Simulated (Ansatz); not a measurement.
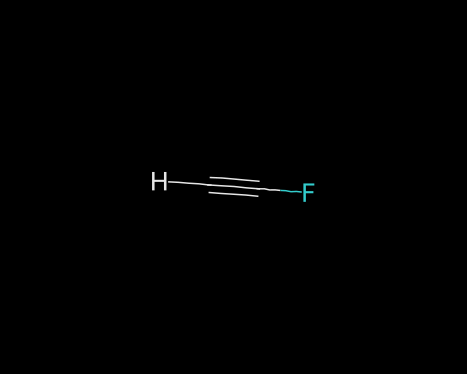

2D structure.

Write the SMILES.

C#CF

Give the formula, hydrogens included.

C2HF.

An optimisation with PBE0-D4/def2-TZVP gave a structure of which point group?

C∞v.

The parts below concern this one geometry. Atoms keep their numbers from picture to picture. The computed structure is the end point of a PBE0-D4/def2-TZVP optimisation.

Geometry

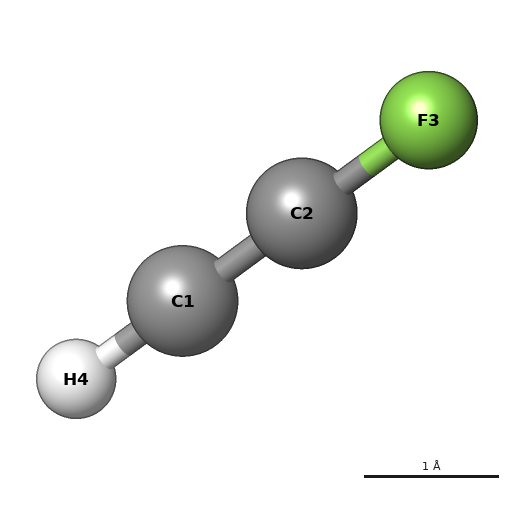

Atoms carry their numbers in the input.

What are the angles C2–C1–H4, C1–C2–F3?

```json
{"angle": "C2–C1–H4", "degrees": "180.0"}
{"angle": "C1–C2–F3", "degrees": "180.0"}
```

Electronic properties

Method: RKS SPW92 (LDA)/def2-TZVPP (Ansatz 0.2.0).

What is the HOMO energy (Kohn–Sham orbital)?

−7.15 eV.

Estimate the LUMO energy (Kohn–Sham orbital).

0.03 eV.

Dipole moment

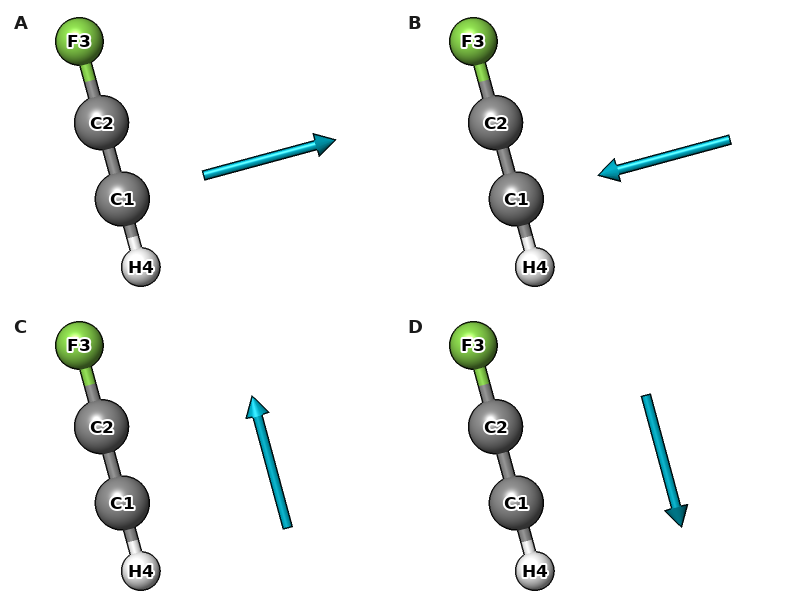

The same molecule four times, each with an arrow. Properties computed with RKS PBE-D4/def2-TZVPP (Ansatz 0.2.0).

Which arrow points along the dipole moment, from the negative to the positive end?

D. The dipole moment is 0.38 D; it points from the side of F3 to the side of H4 (the outermost atoms at the two ends).

Vibrations

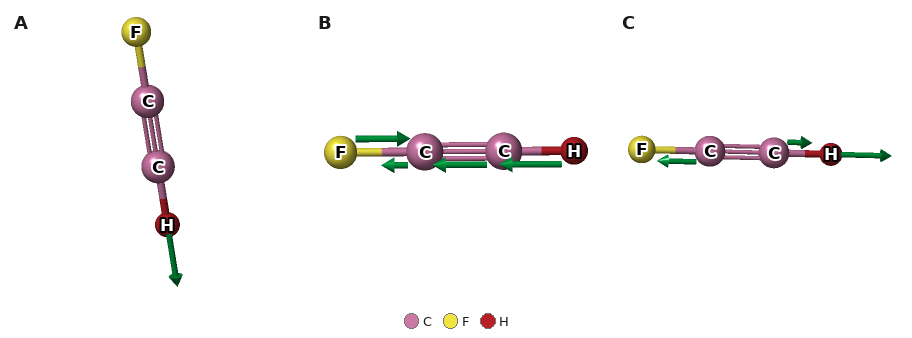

3 normal modes of one molecule or complex, as arrows. Harmonic vibrations computed with RKS PBE0-D4/def2-TZVP (Ansatz 0.2.0) at a stationary point of the same level.

Match the panels to the wavenumbers 1109 cm⁻¹, 2345 cm⁻¹, 3501 cm⁻¹.

A: 3501 cm⁻¹, C–H stretching
B: 1109 cm⁻¹, C–F stretching
C: 2345 cm⁻¹

Charges

The questions are on Mulliken charges. Method: RKS PBE-D4/def2-TZVPP (Ansatz 0.2.0).

Which atom carries the highest charge (most positive or least negative)?

H4 (0.22 e).

And the lowest?

C1 (−0.12 e).

Give the Mulliken charges atom by atom.

```
atom  value (e)
  C1      −0.12
  C2      −0.01
  F3      −0.09
  H4       0.22
```

Mulliken values depend strongly on the basis set and can even reverse the polarity of a bond.
